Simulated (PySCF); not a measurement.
# C3H6F2OSi: what the fields show

```yaml
atoms:
  - { symbol: C, position_ang: [-1.7361, -0.3104, -0.0488] }
  - { symbol: C, position_ang: [-0.3189, 0.1560, -0.1739] }
  - { symbol: Si, position_ang: [1.0425, -0.8686, 0.6616] }
  - { symbol: O, position_ang: [2.3998, -0.0271, 0.9007] }
  - { symbol: C, position_ang: [-0.0440, 1.2417, -0.8640] }
  - { symbol: F, position_ang: [-0.9160, 2.0342, -1.4974] }
  - { symbol: F, position_ang: [1.1873, 1.7441, -1.0520] }
  - { symbol: H, position_ang: [-2.0196, -0.3358, 1.0015] }
  - { symbol: H, position_ang: [-1.8230, -1.3228, -0.4392] }
  - { symbol: H, position_ang: [-2.4251, 0.3377, -0.5851] }
  - { symbol: H, position_ang: [0.6215, -1.2024, 2.0146] }
  - { symbol: H, position_ang: [1.2703, -2.0328, -0.1985] }
  - { symbol: H, position_ang: [2.7568, 0.5868, 0.2629] }
```

Geometry: GFN2-xTB.

Level of theory: PySCF, PBE0/pcSseg-1, SCF density, gas phase, non-relativistic.

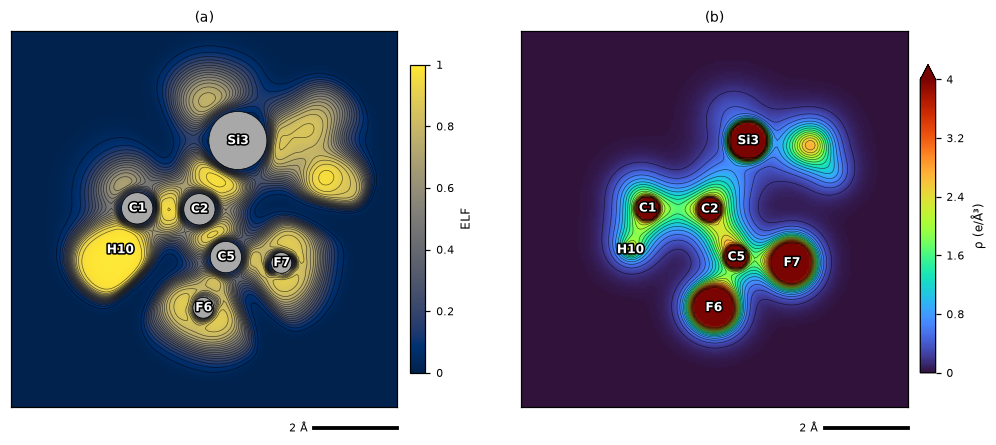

Figure 1. (a) ELF; (b) electron density on the plane of atoms F6, C5 and F7. Grey discs cover the atomic cores in the ELF map.

Question: Interpret the plot.

Answer:
- The plane passes through C, Si, F and H nuclei.
- C–C (1.32 Å): ρ at the midpoint is about 2.3 e/Å³; the ELF peaks at about 0.90 between the atoms (a multiple bond).
- C–F (1.34 Å): the density is about 2.3 e/Å³ at the midpoint; the ELF peaks at about 0.85 between the atoms (a polar covalent bond).
- C–Si (1.90 Å): the density is about 0.91 e/Å³ at the midpoint; the ELF peaks at about 0.95 between the atoms, as expected for a covalent bond.
- C–C (1.50 Å): ρ is about 1.7 e/Å³ halfway; the ELF peaks at about 0.95 between the atoms; localised, covalent bonding.
- C–H (1.09 Å): ρ at the midpoint is about 2 e/Å³; the ELF climbs to about 1 towards the hydrogen, as it does in any bond to H (a covalent bond by its length).
- The ELF also peaks beside F6, F7 and O4, away from the bonds: lone-pair regions.

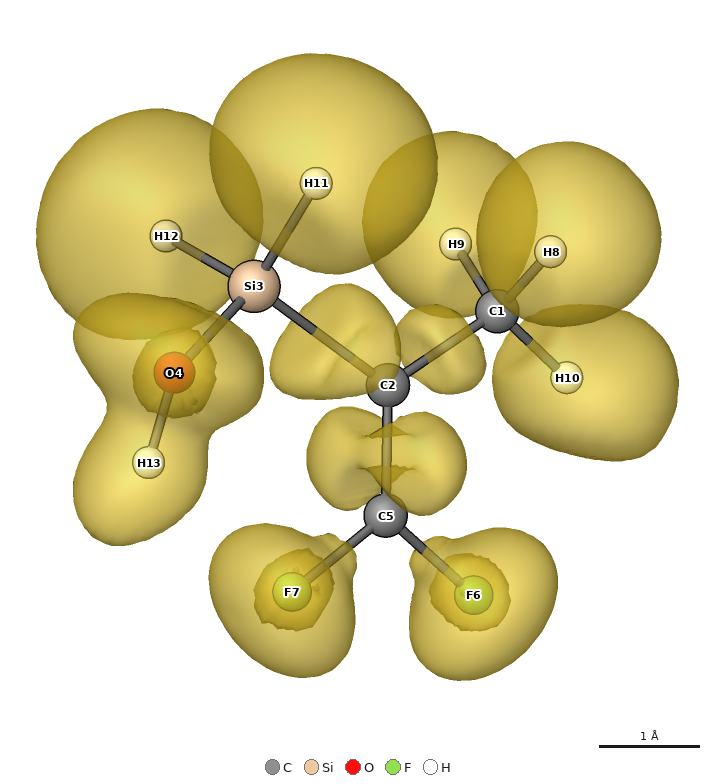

Figure 2. Isosurface of the electron localisation function at 0.75 (yellow), seen at a tilt. Core shells and regions of very low density are left out.

Question: Where are the electrons localised?

Answer: At this value the surface marks out two regions between bonded C–C atoms (shared pairs), one region between bonded C–Si atoms (shared pairs), five regions around hydrogen nuclei, two regions on F in which the atom's valence shell and bonds are merged and one joined region spread over several atoms (H, O), in which their bonds and any lone pairs are merged.

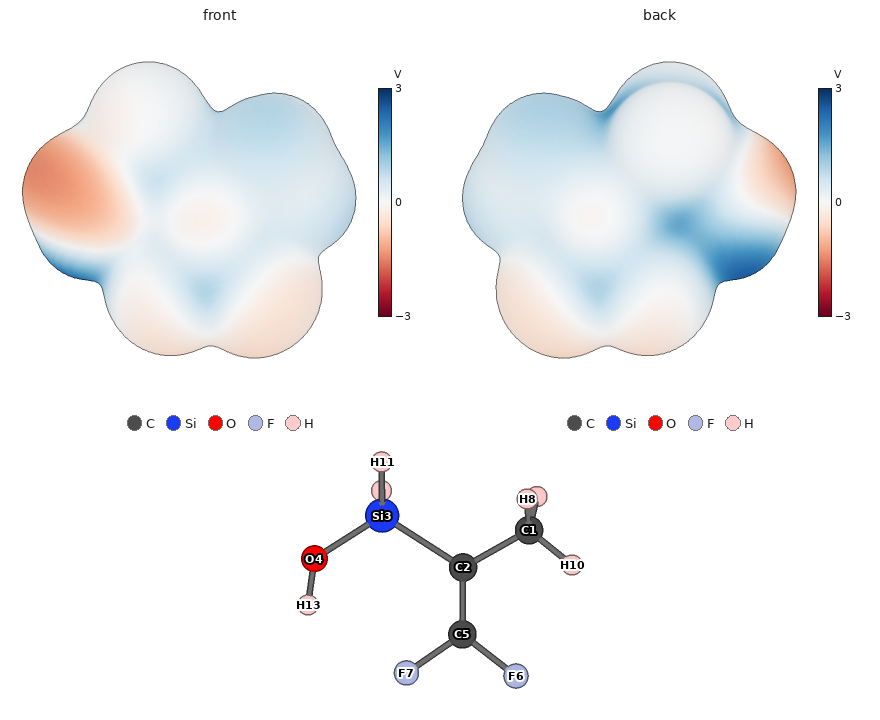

Figure 3. The molecular electrostatic potential painted on the density surface at 0.002 e/bohr³, seen from the front and from behind; the colour scale runs from red (negative) to blue (positive). The bare structure is drawn below in the same view.

Question: Which sites attract a positive test charge, and which a negative one?

Answer: A positive charge is drawn to the negative regions and a negative charge to the positive ones. The most negative region (about −1.4 V) lies over O4, the most positive (about +2.3 V) over H13. O4 is the likeliest acceptor of a hydrogen bond.

Question: What dipole moment does the calculation give?

Answer: Its dipole moment is 1.12 D.
